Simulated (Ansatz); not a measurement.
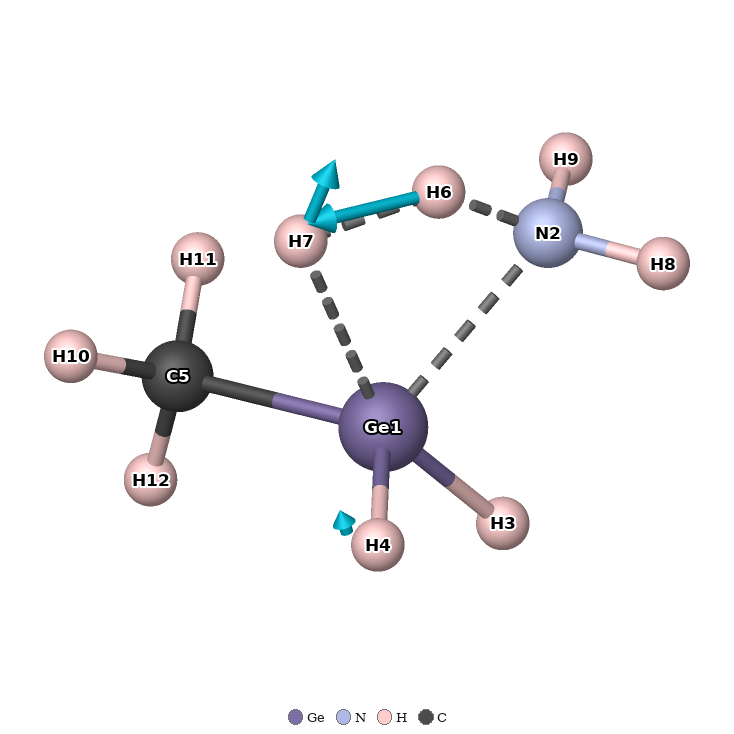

The arrows show one normal mode. Broken sticks mark bonds that form or break. Harmonic vibrations computed with RKS PBE0-D4/def2-TZVP (Ansatz 0.2.0) at a stationary point of the same level. It is a saddle point of order 1.

Q: Estimate its harmonic wavenumber.

A: 1215i cm⁻¹; it is mode 1 of 30 counted from the lowest. It is the reaction coordinate: Ge1–H7 forms (2.07 Å), N2–H6 forms (1.17 Å), Ge1–N2 breaks (2.01 Å), H6–H7 breaks (1.20 Å), or the reverse.
